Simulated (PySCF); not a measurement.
**Ta³⁸⁺, W³⁹⁺: fine-structure interval with spin-orbit coupling**

Wanted: the fine-structure interval of these ions, up a ladder of methods.

Program: PySCF 2.14.0. Level of theory: two-component X2C-1e, generalised determinants. These are calculated values, not measurements, unless marked.

## 1. What is computed

```
Elements                                  : tantalum (Z = 73), tungsten (Z = 74)
Basis                                     : one for each species, given in its step
Hamiltonian                               : two-component X2C-1e, Gaussian nucleus, no Breit or QED terms; spin-orbit coupling, run by run: screened by Boettger's factors; bare
Core shells frozen in the correlated runs : [Ne] (for Ta³⁸⁺)
State 1                                   : Ta³⁸⁺ 4p J=1/2: [Ar] 3d10 4s2 4p5; 4p1/2 filled at m_j = +1/2; 4p3/2 filled at m_j = -3/2, -1/2, +1/2, +3/2
State 2                                   : W³⁹⁺ 4p J=1/2: [Ar] 3d10 4s2 4p5; 4p1/2 filled at m_j = +1/2; 4p3/2 filled at m_j = -3/2, -1/2, +1/2, +3/2
Needed too, but not shown                 : Ta³⁸⁺ [Ar] 3d10 4s2 4p5 (2P), W³⁹⁺ [Ar] 3d10 4s2 4p5 (2P)
Methods                                   : GHF, GMP2
```

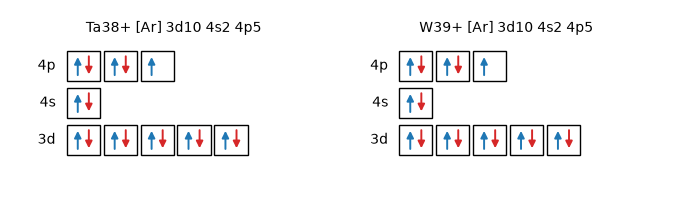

Occupation of the outer shells (arrows by Hund's rule).

All steps ran in one process of a driver on top of PySCF, which takes the settings above as its task.

The integrals over 126 functions and the set-up took 0.74 s of CPU time.

## 2. Ta³⁸⁺ 4p J=1/2

Basis: an even-tempered Gaussian basis (16 s from 4.3 bohr⁻², ratio 2.8; 14 p from 5.6 bohr⁻², ratio 2.8; 8 d from 10 bohr⁻², ratio 2.8; 4 f from 27 bohr⁻², ratio 3).

GHF (screened spin-orbit):

What it wrote:

```text
cycle= 1 E= -14731.9006596944  delta_E= -1.47e+04  |FDS-SDF|= 0.316
cycle= 2 E= -14731.9162869652  delta_E= -0.0156  |FDS-SDF|= 0.00742
cycle= 3 E= -14731.9165305803  delta_E= -0.000244  |FDS-SDF|= 0.000882
cycle= 4 E= -14731.9165680189  delta_E= -3.74e-05  |FDS-SDF|= 0.00114
cycle= 5 E= -14731.9165214213  delta_E= 4.66e-05  |FDS-SDF|= 6.13e-05
cycle= 6 E= -14731.9165213126  delta_E= 1.09e-07  |FDS-SDF|= 3.5e-06
cycle= 7 E= -14731.9165213126  delta_E= -1.82e-11  |FDS-SDF|= 9.29e-08
```

It used 7.2 s of CPU time after the integrals (shared host).

Occupied spinors:

```csv
spinor shell,electrons,mean energy (eV),weight of the nominal j,rms radius (bohr)
1s1/2,2,-69455.0,1.000,0.0211
2s1/2,2,-13470.9,1.000,0.0853
2p1/2,2,-12930.2,1.000,0.0726
2p3/2,4,-11654.5,1.000,0.0798
3s1/2,2,-4389.2,1.000,0.216
3p1/2,2,-4150.7,1.000,0.207
3p3/2,4,-3863.8,1.000,0.221
3d3/2,4,-3474.6,1.000,0.194
3d5/2,6,-3412.7,1.000,0.198
4s1/2,2,-1987.2,1.000,0.455
4p1/2,1,-1889.9,1.000,0.451
4p3/2,4,-1796.7,1.000,0.475
```

M_J = 1/2, ⟨J²⟩ = 0.751, ⟨L²⟩ = 2.063, ⟨S²⟩ = 0.811.

GMP2 (screened spin-orbit):

The driver printed no log here.

CPU time 2.2 s on a shared host, the integrals not counted.

With 25 electrons correlated and 78 very high virtual spinors dropped, the MP2 correlation energy is -1.04996 hartree. Largest pairs: 3d3/2-3d5/2 -0.1822, 3d5/2-3d5/2 -0.1285, 4p3/2-4p3/2 -0.1027, 3d5/2-4p3/2 -0.0680, 3d3/2-3d3/2 -0.0560.

GHF (bare spin-orbit):

What it wrote:

```text
cycle= 1 E= -14732.9670409947  delta_E= -1.47e+04  |FDS-SDF|= 0.327
cycle= 2 E= -14732.9833459287  delta_E= -0.0163  |FDS-SDF|= 0.00764
cycle= 3 E= -14732.9835926821  delta_E= -0.000247  |FDS-SDF|= 0.000853
cycle= 4 E= -14732.9836203523  delta_E= -2.77e-05  |FDS-SDF|= 0.000989
cycle= 5 E= -14732.9835861556  delta_E= 3.42e-05  |FDS-SDF|= 5.11e-05
cycle= 6 E= -14732.9835860797  delta_E= 7.59e-08  |FDS-SDF|= 2.55e-06
cycle= 7 E= -14732.9835860797  delta_E= -5.46e-12  |FDS-SDF|= 8.18e-08
```

It used 7.2 s of CPU time after the integrals (shared host).

The outer occupied spinors:

| spinor shell | electrons | mean energy (eV) | weight of the nominal j | rms radius (bohr) |
| --- | --- | --- | --- | --- |
| 3s1/2 | 2 | -4389.2 | 1.000 | 0.216 |
| 3p1/2 | 2 | -4157.4 | 1.000 | 0.207 |
| 3p3/2 | 4 | -3861.6 | 1.000 | 0.221 |
| 3d3/2 | 4 | -3480.8 | 1.000 | 0.194 |
| 3d5/2 | 6 | -3408.8 | 1.000 | 0.198 |
| 4s1/2 | 2 | -1987.2 | 1.000 | 0.455 |
| 4p1/2 | 1 | -1892.0 | 1.000 | 0.451 |
| 4p3/2 | 4 | -1796.0 | 1.000 | 0.475 |

M_J = 1/2, ⟨J²⟩ = 0.751, ⟨L²⟩ = 2.068, ⟨S²⟩ = 0.816.

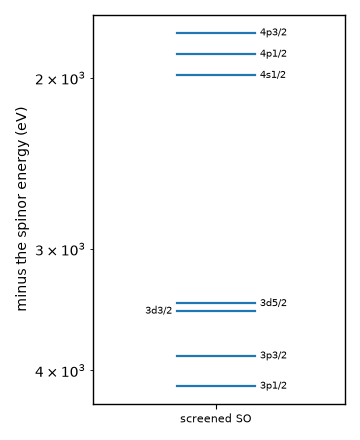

The highest 7 spinor levels of Ta³⁸⁺ 4p J=1/2 on a logarithmic scale.

## 3. W³⁹⁺ 4p J=1/2

Basis: an even-tempered Gaussian basis (16 s from 4.6 bohr⁻², ratio 2.8; 14 p from 5.9 bohr⁻², ratio 2.8; 8 d from 11 bohr⁻², ratio 2.8; 4 f from 29 bohr⁻², ratio 3).

GHF (screened spin-orbit):

What it wrote:

```text
cycle= 1 E= -15207.3676433704  delta_E= -1.52e+04  |FDS-SDF|= 0.332
cycle= 2 E= -15207.3836016840  delta_E= -0.016  |FDS-SDF|= 0.0075
cycle= 3 E= -15207.3838253993  delta_E= -0.000224  |FDS-SDF|= 0.000786
cycle= 4 E= -15207.3838451728  delta_E= -1.98e-05  |FDS-SDF|= 0.000854
cycle= 5 E= -15207.3838202501  delta_E= 2.49e-05  |FDS-SDF|= 5.18e-05
cycle= 6 E= -15207.3838201739  delta_E= 7.62e-08  |FDS-SDF|= 2.9e-06
cycle= 7 E= -15207.3838201739  delta_E= -1.09e-11  |FDS-SDF|= 7.05e-08
```

It used 7.1 s of CPU time after the integrals (shared host).

Occupied spinors:

```csv
spinor shell,electrons,mean energy (eV),weight of the nominal j,rms radius (bohr)
1s1/2,2,-71655.3,1.000,0.0208
2s1/2,2,-13968.7,1.000,0.0838
2p1/2,2,-13416.1,1.000,0.0712
2p3/2,4,-12057.7,1.000,0.0786
3s1/2,2,-4573.9,1.000,0.212
3p1/2,2,-4330.1,1.000,0.203
3p3/2,4,-4023.1,1.000,0.217
3d3/2,4,-3626.6,1.000,0.191
3d5/2,6,-3560.4,1.000,0.195
4s1/2,2,-2077.7,1.000,0.448
4p1/2,1,-1978.7,1.000,0.442
4p3/2,4,-1878.8,1.000,0.465
```

M_J = 1/2, ⟨J²⟩ = 0.751, ⟨L²⟩ = 2.067, ⟨S²⟩ = 0.814.

GMP2 (screened spin-orbit):

The driver printed no log here.

CPU time 2.1 s on a shared host, the integrals not counted.

With 25 electrons correlated and 78 very high virtual spinors dropped, the MP2 correlation energy is -1.04410 hartree. Largest pairs: 3d3/2-3d5/2 -0.1822, 3d5/2-3d5/2 -0.1285, 4p3/2-4p3/2 -0.0989, 3d5/2-4p3/2 -0.0681, 3d3/2-3d3/2 -0.0560.

GHF (bare spin-orbit):

What it wrote:

```text
cycle= 1 E= -15208.5223771792  delta_E= -1.52e+04  |FDS-SDF|= 0.344
cycle= 2 E= -15208.5390495695  delta_E= -0.0167  |FDS-SDF|= 0.00775
cycle= 3 E= -15208.5392771968  delta_E= -0.000228  |FDS-SDF|= 0.000767
cycle= 4 E= -15208.5392923167  delta_E= -1.51e-05  |FDS-SDF|= 0.000749
cycle= 5 E= -15208.5392737653  delta_E= 1.86e-05  |FDS-SDF|= 4.8e-05
cycle= 6 E= -15208.5392736989  delta_E= 6.64e-08  |FDS-SDF|= 1.34e-06
cycle= 7 E= -15208.5392736989  delta_E= 0  |FDS-SDF|= 9.34e-08
```

It used 7.1 s of CPU time after the integrals (shared host).

The outer occupied spinors:

```csv
spinor shell,electrons,mean energy (eV),weight of the nominal j,rms radius (bohr)
3s1/2,2,-4573.8,1.000,0.212
3p1/2,2,-4337.3,1.000,0.203
3p3/2,4,-4020.7,1.000,0.217
3d3/2,4,-3633.1,1.000,0.190
3d5/2,6,-3556.4,1.000,0.195
4s1/2,2,-2077.7,1.000,0.448
4p1/2,1,-1981.0,1.000,0.442
4p3/2,4,-1878.1,1.000,0.466
```

M_J = 1/2, ⟨J²⟩ = 0.751, ⟨L²⟩ = 2.072, ⟨S²⟩ = 0.819.

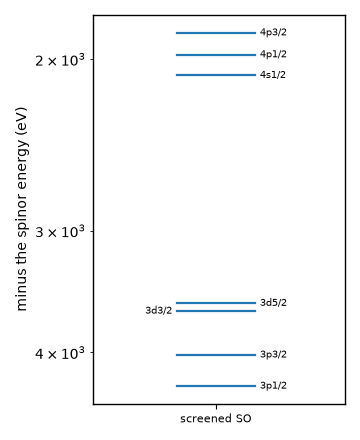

The highest 7 spinor levels of W³⁹⁺ 4p J=1/2 on a logarithmic scale.

## 4. The energy differences

Fine-structure interval: Ta³⁸⁺ [Ar] 3d10 4s2 4p5 [4p1/2^2 4p3/2^3, M_J = 3/2] → Ta³⁸⁺ [Ar] 3d10 4s2 4p5 [4p1/2^1 4p3/2^4, M_J = 1/2].

| method | value (eV) |
| --- | --- |
| GHF (screened spin-orbit) | 88.189 |
| GMP2 (screened spin-orbit) | 88.172 |
| GHF (bare spin-orbit) | 90.943 |

Fine-structure interval: W³⁹⁺ [Ar] 3d10 4s2 4p5 [4p1/2^2 4p3/2^3, M_J = 3/2] → W³⁹⁺ [Ar] 3d10 4s2 4p5 [4p1/2^1 4p3/2^4, M_J = 1/2].

| method | value (eV) |
| --- | --- |
| GHF (screened spin-orbit) | 94.767 |
| GMP2 (screened spin-orbit) | 94.767 |
| GHF (bare spin-orbit) | 97.696 |

The differences also use runs on Ta³⁸⁺ [Ar] 3d10 4s2 4p5 (2P), W³⁹⁺ [Ar] 3d10 4s2 4p5 (2P), which are not shown here.

## 5. Results

| quantity | value |
| --- | --- |
| fine-structure interval, Ta³⁸⁺ → 4p J=1/2 | GHF (screened spin-orbit) 88.189, GMP2 (screened spin-orbit) 88.172 eV |
| fine-structure interval, W³⁹⁺ → 4p J=1/2 | GHF (screened spin-orbit) 94.767, GMP2 (screened spin-orbit) 94.767 eV |

For the first difference the methods span 2.771 eV, from GMP2 (screened spin-orbit) (88.172) to GHF (bare spin-orbit) (90.943). No reference value is at hand in this session. The basis is finite, and no extrapolation was made.
